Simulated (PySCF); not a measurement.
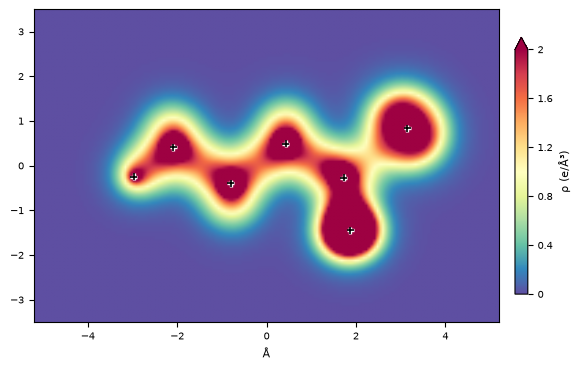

The total electron density on a plane through atoms (crosses mark nuclei in the plane).

All numbers below come from PBE0/def2-SVPD, SCF density, gas phase (PySCF).

Candidates:
A. C4H7ClO (SMILES CCCC(=O)Cl)
B. C5H12O (SMILES CC(C)(C)CO)

Question: Which candidate gave the map?

Answer: Candidate A: C4H7ClO on the plane of atoms C2, C3 and C4, which holds C, O, Cl and H. C–O (1.18 Å): the density is about 3.5 e/Å³ at the midpoint. C–C (1.50 Å): the density is about 1.8 e/Å³ at the midpoint.
